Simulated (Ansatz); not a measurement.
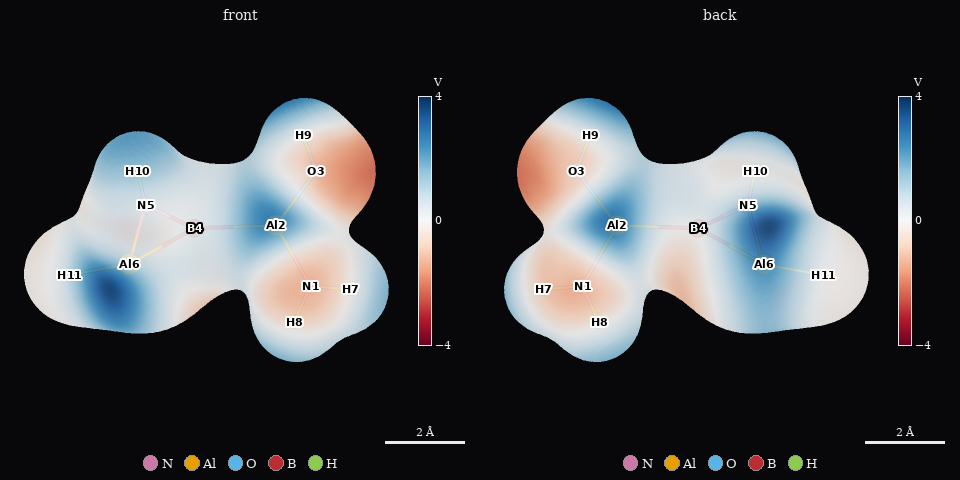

Figure 1: Al2BH5N2O (SMILES [NH2][Al]([OH])[B]1[NH][AlH]1). The electrostatic potential painted on the density surface at 0.004 e/bohr³, seen from the front and from behind; the colour scale runs from red (negative) to blue (positive).

Theory: Ansatz 0.2.0, RKS PBE-D4/def2-SVP.

Input

```
crystal:
  periodic: [false, false, false]
  atoms:
    - { symbol: "N", position_ang: [0.1134, -2.5954, -0.2267] }
    - { symbol: Al, position_ang: [0.8631, -0.842, -0.5172] }
    - { symbol: O, position_ang: [2.5657, -0.7195, -1.1232] }
    - { symbol: B, position_ang: [-0.1413, 0.8867, -0.1436] }
    - { symbol: "N", position_ang: [-0.3191, 2.4232, -0.0846] }
    - { symbol: Al, position_ang: [-1.9535, 1.8616, 0.5046] }
    - { symbol: H, position_ang: [-0.2224, -2.5744, 0.7611] }
    - { symbol: H, position_ang: [-0.7572, -2.5612, -0.836] }
    - { symbol: H, position_ang: [3.1459, -0.6872, -0.2397] }
    - { symbol: H, position_ang: [0.2072, 2.7294, 0.8082] }
    - { symbol: H, position_ang: [-3.4366, 2.0218, 1.1177] }
basis:
  gaussian: { orbitals: def2-SVP }
hamiltonian:
  xc: pbe
  dispersion: d4
relax:
  f_tol: 0.015
  max_steps: 40
output:
  orbitals: {}
```

Launched as:

```sh
ansatz run input.yaml --threads 2 --pin off --max-ram 3072MiB --backend cpu --events-out ev --progress --plain --runs-dir out
```

The fields are those of the relaxed geometry.

### Which sites attract a positive test charge, and which a negative one?

A positive charge is drawn to the negative regions and a negative charge to the positive ones. The most negative region (about −2.0 V) lies over O3, the most positive (about +3.5 V) over Al6. O3 is the likeliest acceptor of a hydrogen bond.
